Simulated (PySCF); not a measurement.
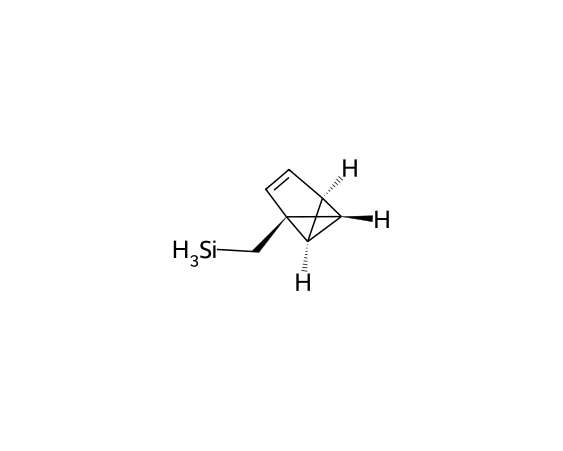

A structural formula.

**Transcribe the drawing into SMILES.**

[SiH3]C[C@@]12C=C[C@H]3[C@@H]1[C@H]32

**Give the formula, hydrogens included.**

C7H10Si.

**An optimisation with GFN2-xTB gave a structure of which point group?**

C1.

More results for the same structure follow; atom numbers are the same in all pictures, views and colours differ. The computed structure is the end point of a GFN2-xTB optimisation. No frequency run is at hand to confirm it as a minimum.

Bond orders

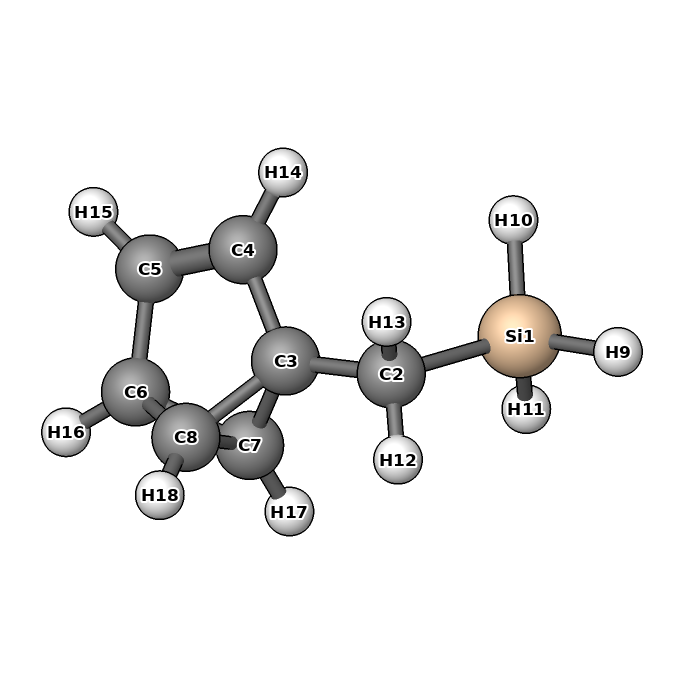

The thickness of each stick grows with its Mayer bond order. No frequency run is at hand to confirm it as a minimum. Method: PBE0/pcSseg-1 (PySCF 2.14.0).

**Which bond between heavy atoms has the highest Mayer bond order?**

C4–C5, 1.82, at a length of 1.330 Å.

List the Mayer bond orders of Si1–C2, C2–C3, C3–C4, C3–C7, C3–C8, C4–C5, C5–C6, C6–C7, C6–C8, C7–C8 (bonds between heavy atoms, one of each equivalent set).

```csv
bond,Mayer order,length (Å)
Si1–C2,0.92,1.905
C2–C3,1.02,1.501
C3–C4,0.96,1.494
C3–C7,0.90,1.520
C3–C8,0.91,1.522
C4–C5,1.82,1.330
C5–C6,0.98,1.489
C6–C7,0.90,1.515
C6–C8,0.90,1.516
C7–C8,0.80,1.458
```

Electronic properties

No frequency run is at hand to confirm it as a minimum. Level of theory: PBE0/def2-SVPD, gas phase (PySCF 2.14.0). Excitations: vertical, linear response.

**Estimate the dipole moment.**

1.12 D.

**Estimate the HOMO energy (Kohn–Sham orbital).**

−6.29 eV.

**Estimate the mean static polarisability.**

97.8 bohr³.

**Estimate the HOMO–LUMO gap.**

6.36 eV.

Ring current

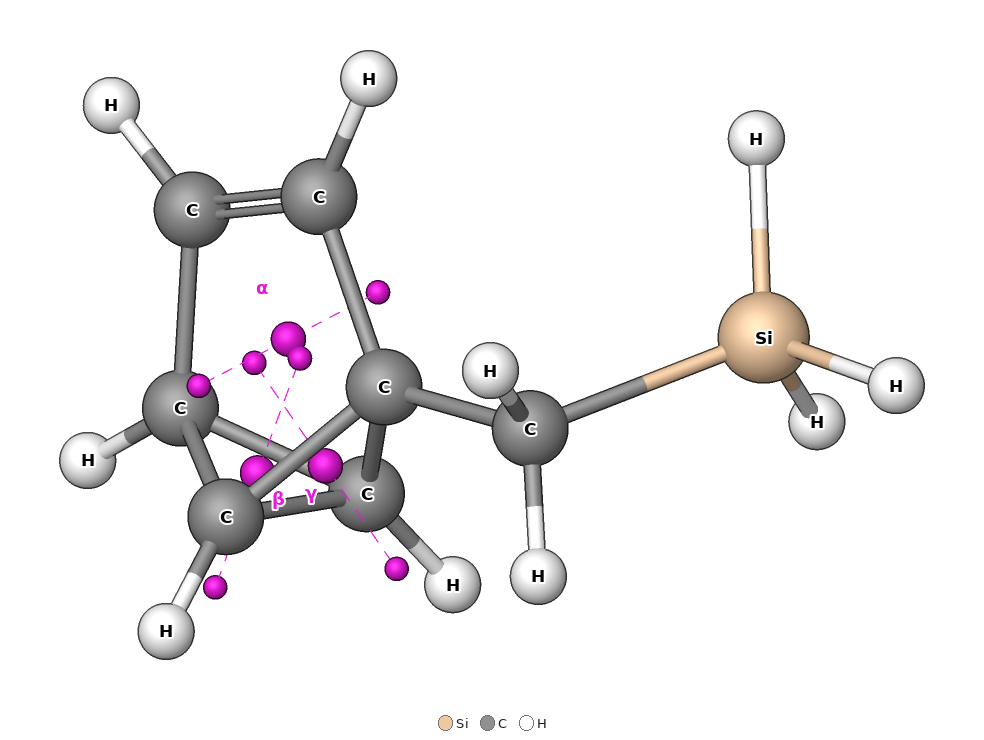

The small points mark where nucleus-independent chemical shifts (NICS) were computed: at the centre of each lettered ring and 1 Å above and below it. No frequency run is at hand to confirm it as a minimum. Method: GIAO PBE0/pcSseg-1 NMR shielding, non-relativistic, gas phase (PySCF 2.14.0).

Give NICS(0), NICS(1) and the out-of-plane component NICS(1)zz for each ring (means of the two sides).

```json
{"ring": "α", "members": "C5", "NICS(0)": "−8.7", "NICS(1)": "−7.2", "NICS(1)zz": "−0.8"}
{"ring": "β", "members": "C3", "NICS(0)": "−41.8", "NICS(1)": "−10.9", "NICS(1)zz": "−22.3"}
{"ring": "γ", "members": "C3", "NICS(0)": "−41.2", "NICS(1)": "−11.7", "NICS(1)zz": "−24.7"}
```

Values in ppm.

**What do the values say about the ring currents?**

Ring α: weak, as in a non-aromatic ring. NICS is one index among several.

The geometry is semi-empirical. Around Si such bond lengths and angles can be off by a tenth of an ångström or more and by several degrees, and values that hang on the shape move with them.
